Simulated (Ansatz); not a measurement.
**AlAsH (quartet): from Hartree-Fock to the top rungs, cc-pVTZ**

How much of the correlation energy of AlAsH (quartet) does each wave-function method recover here?

Program: Ansatz 0.2.0, Gaussian basis. Level of theory: cc-pVTZ, core rule «outside noble gas», up to 19 orbitals frozen. These are calculated values, not measurements.

Plan: UHF; CCSD(T) on ROHF; CCSD(T) on UHF; BCCD(T) on ROHF; CCSDT(Q) on ROHF; CCSDT(Q) on UHF.

14 further runs of the same task are left out: 9 for a known fault of the program, 5 set aside as unsound or not needed.

### Step 1. The geometry

The geometry is a PBE0/def2-TZVP stationary point (not a proven minimum). No spin-orbit coupling is included. The filled d shell of As may be among the frozen orbitals whatever the setting's name suggests; the logs give the count.

3 atoms, charge 0, spin multiplicity 4.

Atoms are counted from 1 here; the program's logs count them from 0.

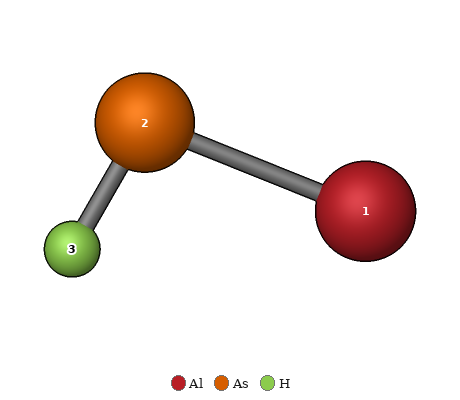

The geometry (aluminium red, arsenic orange, hydrogen green); atoms are numbered from 1 in the order of the file.

In the tables R marks a restricted open-shell determinant and U an unrestricted one; energies count from the table's Hartree-Fock row.

### Step 2. UHF

in.yaml

```yaml
crystal:
  periodic: [false, false, false]
  atoms:
    - {symbol: Al, position_ang: [0.000000, 0.029431, 1.850804]}
    - {symbol: As, position_ang: [0.000000, -0.030581, -0.654394]}
    - {symbol: H, position_ang: [0.000000, 1.485283, -0.902155]}
basis:
  gaussian: {orbitals: cc-pVTZ}
magnetization: {spin_polarized: true, initial_magnetization: 3}
hamiltonian: {xc: hf}
output: {orbitals: {seedname: orbitals}}
```

Command:

```console
$ ansatz run in.yaml --threads 1 --pin off --events-out ev --progress --plain --max-ram 4096MiB --backend cpu
```

The program printed:

```text
Functional definition: HF
  name "HF"
  cite "Fock, Z. Phys. 61, 126 (1930) doi:10.1007/BF01340294"
  parent pbe
  exchange = exact_x
  correlation = 0
584 factors; integrals over basis functions are off by at most 1.2e-3 eV
mean field evaluation 1: about -67393.0049 eV, gradient 6.5e0 eV
mean field evaluation 2: about -67393.0086 eV, gradient 6.5e0 eV
mean field evaluation 4: about -67393.9889 eV, gradient 1.4e0 eV
mean field evaluation 8: about -67394.1276 eV, gradient 2.2e-1 eV
mean field evaluation 16: about -67394.1315 eV, gradient 7.8e-6 eV
mean field evaluation 32: about -67393.9368 eV, gradient 5.4e-1 eV
mean field evaluation 64: about -67394.0900 eV, gradient 6.2e-1 eV
mean field evaluation 96: about -67393.9603 eV, gradient 2.1e0 eV
mean field -67394.13145311 eV, -2476.6886495188 hartree, gradient 1.1e-6 eV, S^2 3.786445; 4 other end points of the search recorded, 0 dependent functions left out
reference -67394.13145311 eV, -2476.6886495188 hartree; 25, 22 occupied and 66, 69 virtual orbitals, 584 factors
Total energy: -67394.13145311 eV, -2476.6886495188 hartree
```

It took 4.6 s on 1 thread of AMD EPYC 7R13, shared host.

From the report: ⟨S²⟩ of the determinant 3.786 (pure quartet: 3.75).

### Step 3. CCSD(T) on ROHF

in.yaml, as its differences from that of step 2:

```diff
@@ -8,4 +8,4 @@
   gaussian: {orbitals: cc-pVTZ}
-magnetization: {spin_polarized: true, initial_magnetization: 3}
-hamiltonian: {xc: hf}
-output: {orbitals: {seedname: orbitals}}
+magnetization: {spin_polarized: false, initial_magnetization: 3}
+correlation: {method: ccsd_t, electrons: outside_noble_gas}
+output: {forces: true}
```

Launched as before.

The program printed, shortened:

```text
Functional definition: HF
  name "HF"
  cite "Fock, Z. Phys. 61, 126 (1930) doi:10.1007/BF01340294"
  parent pbe
[...]
584 factors; integrals over basis functions are off by at most 1.2e-3 eV
[...]
mean field -67393.94012463 eV, -2476.6816183269 hartree, gradient 2.8e-6 eV, S^2 3.750000; 10 other end points of the search recorded, 0 dependent functions left out
[...]
determinant -67393.94012463 eV, -2476.6816183269 hartree, with singles and doubles -67399.00721000 eV, -2476.8678302797 hartree
determinant -67393.71505432 eV, -2476.6733471453 hartree, with singles and doubles -67398.74620376 eV, -2476.8582384771 hartree
determinant -67391.96004839 eV, -2476.6088518671 hartree, with singles and doubles -67396.85858108 eV, -2476.7888696232 hartree
determinant -67391.39234431 eV, -2476.5879891270 hartree, with singles and doubles -67396.23370670 eV, -2476.7659059132 hartree
[...]
19 core orbitals not correlated: weight in the atoms' cores, before any rotation towards them, 1.000 or more for the frozen orbitals, at most 0.000 for the correlated occupied ones
reference -67393.94012463 eV, -2476.6816183269 hartree; 6, 3 occupied and 66, 69 virtual orbitals, 584 factors
second order -4.11278915 eV of doubles, -0.09279546 eV of singles
cycle   1  -5.01268845 eV  change   -7.6e-7 eV  update   4.0e-6
[...]
cycle   6  -5.01268917 eV  change   -2.7e-8 eV  update   8.9e-8
perturbative correction -0.24186357 eV, -0.0088883221 hartree
[...]
Total energy: -67399.19467737 eV, -2476.8747195784 hartree
Atom 0 at     0.000000     0.029431     1.850804 Å, force     0.000000     0.001776     0.234896 eV/Å
Atom 1 at     0.000000    -0.030581    -0.654394 Å, force    -0.000000    -0.032667    -0.223483 eV/Å
Atom 2 at     0.000000     1.485283    -0.902155 Å, force     0.000000     0.030890    -0.011413 eV/Å
Dipole moment:     0.000000     0.061740    -0.063575 e Å
```

Wall time 35 s (1 thread of AMD EPYC 7R13, shared host); peak memory 0.5 GiB.

From the report: correlation -5.2546 eV; T1 0.046; largest double amplitude 0.06.

### Step 4. CCSD(T) on UHF

in.yaml, as its differences from that of step 3:

```diff
@@ -8,3 +8,3 @@
   gaussian: {orbitals: cc-pVTZ}
-magnetization: {spin_polarized: false, initial_magnetization: 3}
+magnetization: {spin_polarized: true, initial_magnetization: 3}
 correlation: {method: ccsd_t, electrons: outside_noble_gas}
```

Launched as before.

The program printed, shortened:

```text
Functional definition: HF
  name "HF"
  cite "Fock, Z. Phys. 61, 126 (1930) doi:10.1007/BF01340294"
  parent pbe
[...]
584 factors; integrals over basis functions are off by at most 1.2e-3 eV
[...]
mean field -67394.13145311 eV, -2476.6886495188 hartree, gradient 2.3e-6 eV, S^2 3.786445; 12 other end points of the search recorded, 0 dependent functions left out
determinant -67394.13145311 eV, -2476.6886495188 hartree, with singles and doubles -67399.02424427 eV, -2476.8684562773 hartree
determinant -67393.94603060 eV, -2476.6818353674 hartree, with singles and doubles -67398.76478365 eV, -2476.8589212756 hartree
determinant -67392.10347306 eV, -2476.6141226267 hartree, with singles and doubles -67396.84982145 eV, -2476.7885477127 hartree
determinant -67391.56316863 eV, -2476.5942668051 hartree, with singles and doubles -67396.23787974 eV, -2476.7660592697 hartree
[...]
19 core orbitals not correlated: weight in the atoms' cores, before any rotation towards them, 1.000 or more for the frozen orbitals, at most 0.000 for the correlated occupied ones
reference -67394.13145311 eV, -2476.6886495188 hartree; 6, 3 occupied and 66, 69 virtual orbitals, 584 factors
second order -4.00733917 eV of doubles, -0.00000000 eV of singles
cycle   1  -4.83970479 eV  change   -8.2e-7 eV  update   3.9e-6
[...]
cycle   7  -4.83970536 eV  change    3.8e-9 eV  update   4.8e-8
perturbative correction -0.22837888 eV, -0.0083927691 hartree
[...]
Total energy: -67399.19953736 eV, -2476.8748981796 hartree
Atom 0 at     0.000000     0.029431     1.850804 Å, force     0.000000     0.001380     0.233772 eV/Å
Atom 1 at     0.000000    -0.030581    -0.654394 Å, force    -0.000000    -0.031849    -0.221817 eV/Å
Atom 2 at     0.000000     1.485283    -0.902155 Å, force     0.000000     0.030470    -0.011955 eV/Å
Dipole moment:     0.000000     0.061710    -0.062993 e Å
```

Run time: 35 s. Hardware: 1 thread of AMD EPYC 7R13, shared host; peak memory 0.5 GiB.

From the report: ⟨S²⟩ of the determinant 3.786 (pure quartet: 3.75); correlation -5.0681 eV; T1 0.032; largest double amplitude 0.05.

### Step 5. BCCD(T) on ROHF

in.yaml, as its differences from that of step 4:

```diff
@@ -8,4 +8,3 @@
   gaussian: {orbitals: cc-pVTZ}
-magnetization: {spin_polarized: true, initial_magnetization: 3}
-correlation: {method: ccsd_t, electrons: outside_noble_gas}
-output: {forces: true}
+magnetization: {spin_polarized: false, initial_magnetization: 3}
+correlation: {method: bccd_t, electrons: outside_noble_gas}
```

Same command.

The program printed, shortened:

```text
Functional definition: HF
  name "HF"
  cite "Fock, Z. Phys. 61, 126 (1930) doi:10.1007/BF01340294"
  parent pbe
[...]
584 factors; integrals over basis functions are off by at most 1.2e-3 eV
[...]
mean field -67393.94012463 eV, -2476.6816183269 hartree, gradient 2.8e-6 eV, S^2 3.750000; 10 other end points of the search recorded, 0 dependent functions left out
[...]
determinant -67393.94012463 eV, -2476.6816183269 hartree, with singles and doubles -67399.00721000 eV, -2476.8678302797 hartree
determinant -67393.71505432 eV, -2476.6733471453 hartree, with singles and doubles -67398.74620376 eV, -2476.8582384771 hartree
determinant -67391.96004839 eV, -2476.6088518671 hartree, with singles and doubles -67396.85858108 eV, -2476.7888696232 hartree
determinant -67391.39234431 eV, -2476.5879891270 hartree, with singles and doubles -67396.23370670 eV, -2476.7659059132 hartree
[...]
determinant -67390.50645723 eV, -2476.5554333773 hartree, with singles and doubles -67396.10444923 eV, -2476.7611557888 hartree
determinant -67393.94012463 eV, -2476.6816183269 hartree, with singles and doubles -67398.95281232 eV, -2476.8658312018 hartree
determinant -67393.71505432 eV, -2476.6733471453 hartree, with singles and doubles -67398.69193896 eV, -2476.8562442825 hartree
19 core orbitals not correlated: weight in the atoms' cores, before any rotation towards them, 1.000 or more for the frozen orbitals, at most 0.000 for the correlated occupied ones
reference -67393.94012463 eV, -2476.6816183269 hartree; 6, 3 occupied and 66, 69 virtual orbitals, 584 factors
second order -4.11278915 eV of doubles, -0.09279546 eV of singles
cycle   1  -5.02279765 eV  change   -1.0e-2 eV  update   1.7e-2
[...]
cycle  11  -5.01862060 eV  change    3.7e-6 eV  update   5.8e-6
perturbative correction -0.23661266 eV, -0.0086953548 hartree
Total energy: -67399.19535789 eV, -2476.8747445869 hartree
```

Wall time 24 s (1 thread of AMD EPYC 7R13, shared host); peak memory 0.4 GiB.

From the report: correlation -5.2552 eV; largest double amplitude 0.06.

### Step 6. CCSDT(Q) on ROHF

in.yaml, as its differences from that of step 5:

```diff
@@ -9,2 +9,2 @@
 magnetization: {spin_polarized: false, initial_magnetization: 3}
-correlation: {method: bccd_t, electrons: outside_noble_gas}
+correlation: {method: ccsdt_q, electrons: outside_noble_gas}
```

Command:

```console
$ ansatz run in.yaml --threads 2 --pin off --events-out ev --progress --plain --max-ram 24576MiB --backend cuda --devices 0, --max-vram 18GiB
```

The program printed, shortened:

```text
Functional definition: HF
  name "HF"
  cite "Fock, Z. Phys. 61, 126 (1930) doi:10.1007/BF01340294"
  parent pbe
[...]
1062 factors; integrals over basis functions are off by at most 2.1e-7 eV
[...]
mean field -67393.94013951 eV, -2476.6816188736 hartree, gradient 2.8e-6 eV, S^2 3.750000; 10 other end points of the search recorded, 0 dependent functions left out
[...]
determinant -67393.94013951 eV, -2476.6816188736 hartree, with singles and doubles -67399.00722746 eV, -2476.8678309211 hartree
determinant -67393.71507060 eV, -2476.6733477439 hartree, with singles and doubles -67398.74622204 eV, -2476.8582391488 hartree
determinant -67391.96006103 eV, -2476.6088523317 hartree, with singles and doubles -67396.85860624 eV, -2476.7888705478 hartree
determinant -67391.39236140 eV, -2476.5879897552 hartree, with singles and doubles -67396.23373537 eV, -2476.7659069668 hartree
[...]
determinant -67390.50647223 eV, -2476.5554339285 hartree, with singles and doubles -67396.10446444 eV, -2476.7611563479 hartree
determinant -67393.94013951 eV, -2476.6816188736 hartree, with singles and doubles -67398.95281460 eV, -2476.8658312856 hartree
determinant -67393.71507060 eV, -2476.6733477439 hartree, with singles and doubles -67398.69194271 eV, -2476.8562444205 hartree
19 core orbitals not correlated: weight in the atoms' cores, before any rotation towards them, 1.000 or more for the frozen orbitals, at most 0.000 for the correlated occupied ones
reference -67393.94013951 eV, -2476.6816188736 hartree; 6, 3 occupied and 66, 69 virtual orbitals, 1062 factors
second order -4.11279959 eV of doubles, -0.09279539 eV of singles
cycle   1  -4.72228660 eV  change   -5.1e-1 eV  update   8.8e-2
[...]
cycle  20  -5.29402352 eV  change  -6.6e-10 eV  update   1.0e-6
perturbative correction -0.01417509 eV, -0.0005209251 hartree
Total energy: -67399.24833812 eV, -2476.8766915747 hartree
```

It took 39 s on 1 × H100 (card shared with other runs) with 2 threads of AMD EPYC 7R13, shared host; peak host memory 0.84 GiB.

From the report: correlation -5.3082 eV; T1 0.051; largest double amplitude 0.07.

### Step 7. CCSDT(Q) on UHF

in.yaml, as its differences from that of step 6:

```diff
@@ -8,3 +8,3 @@
   gaussian: {orbitals: cc-pVTZ}
-magnetization: {spin_polarized: false, initial_magnetization: 3}
+magnetization: {spin_polarized: true, initial_magnetization: 3}
 correlation: {method: ccsdt_q, electrons: outside_noble_gas}
```

The command is unchanged.

The program printed, shortened:

```text
Functional definition: HF
  name "HF"
  cite "Fock, Z. Phys. 61, 126 (1930) doi:10.1007/BF01340294"
  parent pbe
[...]
1062 factors; integrals over basis functions are off by at most 2.1e-7 eV
[...]
mean field -67394.13146809 eV, -2476.6886500692 hartree, gradient 5.2e-6 eV, S^2 3.786445; 12 other end points of the search recorded, 0 dependent functions left out
determinant -67394.13146809 eV, -2476.6886500692 hartree, with singles and doubles -67399.02426126 eV, -2476.8684569017 hartree
determinant -67393.94604676 eV, -2476.6818359612 hartree, with singles and doubles -67398.76480268 eV, -2476.8589219750 hartree
determinant -67392.10348570 eV, -2476.6141230912 hartree, with singles and doubles -67396.84984587 eV, -2476.7885486102 hartree
determinant -67391.56318620 eV, -2476.5942674505 hartree, with singles and doubles -67396.23789931 eV, -2476.7660599889 hartree
[...]
determinant -67390.73414819 eV, -2476.5638008658 hartree, with singles and doubles -67396.11106748 eV, -2476.7613990051 hartree
determinant -67394.13146809 eV, -2476.6886500692 hartree, with singles and doubles -67398.97115930 eV, -2476.8665054408 hartree
determinant -67393.94604676 eV, -2476.6818359612 hartree, with singles and doubles -67398.71196043 eV, -2476.8569800581 hartree
19 core orbitals not correlated: weight in the atoms' cores, before any rotation towards them, 1.000 or more for the frozen orbitals, at most 0.000 for the correlated occupied ones
reference -67394.13146809 eV, -2476.6886500692 hartree; 6, 3 occupied and 66, 69 virtual orbitals, 1062 factors
second order -4.00734843 eV of doubles, -0.00000000 eV of singles
cycle   1  -4.55133943 eV  change   -5.4e-1 eV  update   8.7e-2
[...]
cycle  20  -5.11015855 eV  change    5.8e-7 eV  update   9.1e-7
perturbative correction -0.01350591 eV, -0.0004963331 hartree
Total energy: -67399.25513255 eV, -2476.8769412654 hartree
```

Wall time 38 s (1 × H100 (card shared with other runs) with 2 threads of AMD EPYC 7R13, shared host); peak host memory 0.83 GiB.

From the report: ⟨S²⟩ of the determinant 3.786 (pure quartet: 3.75); correlation -5.1237 eV; T1 0.037; largest double amplitude 0.07.

### Step 8. Misses and costs

The yardstick is UCCSDT(Q), where the cluster series has nearly closed. Rows without a time come out of other runs: HF, MP2 and CCSD of CCSD(T), CCSDT of CCSDT(Q). The times of RCCSD(T), UCCSD(T) include forces.

Differences are taken before rounding.

```tsv
method	energy from the lowest ROHF (meV)	from UCCSDT(Q) (meV)	time
ROHF	0.0	+5315.0	
UHF	-191.3	+5123.7	
RMP2	-4205.6	+1109.4	
UMP2	-4198.7	+1116.3	
RCCSD	-5012.7	+302.3	
UCCSD	-5031.0	+284.0	
RCCSD(T)	-5254.6	+60.5	35 s
UCCSD(T)	-5259.4	+55.6	35 s
BCCD(T)	-5255.2	+59.8	24 s
RCCSDT	-5294.0	+21.0	
UCCSDT	-5301.5	+13.5	
RCCSDT(Q)	-5308.2	+6.8	39 s (GPU)
UCCSDT(Q)	-5315.0	0	38 s (GPU)
```

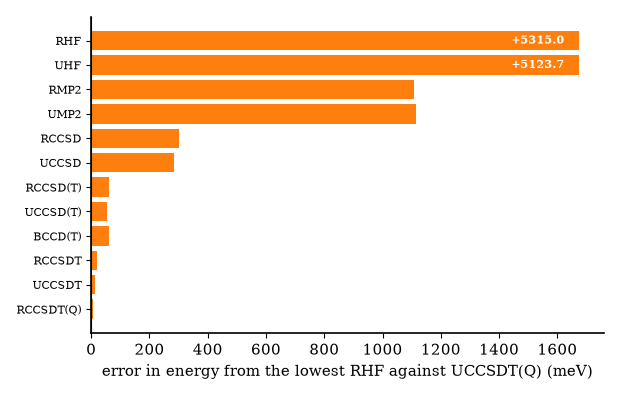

Error of each method against UCCSDT(Q). Bars with a number in them are cut short.

Some runs used a GPU and others CPU threads alone; cost is compared among the CPU runs only.

With the free atoms at the same levels and basis (separate runs), the atomisation energy is 3.239 eV at UCCSDT(Q), 3.229 eV at RCCSD(T), 3.214 eV at UCCSD(T), 1.923 eV at ROHF.

### Step 9. Summary of results

| quantity | value |
| --- | --- |
| UCCSDT(Q) from the ROHF energy | -5.3150 eV |
| RMP2 from UCCSDT(Q) | +1109.4 meV |
| UMP2 from UCCSDT(Q) | +1116.3 meV |
| RCCSD from UCCSDT(Q) | +302.3 meV |
| RCCSD(T) from UCCSDT(Q) | +60.5 meV |
| UCCSD(T) from UCCSDT(Q) | +55.6 meV |
| RCCSDT(Q) from UCCSDT(Q) | +6.8 meV |
| levels within 1 kcal/mol (43 meV) | RCCSDT, UCCSDT, RCCSDT(Q) |
| T1 diagnostic | 0.046 |

**Reading.** RCCSD(T) misses by +60.5 meV, 1.1 % of the correlation energy. These misses are within one basis, not against nature; the frozen cores of restricted and unrestricted runs differ, which can shift their rows.
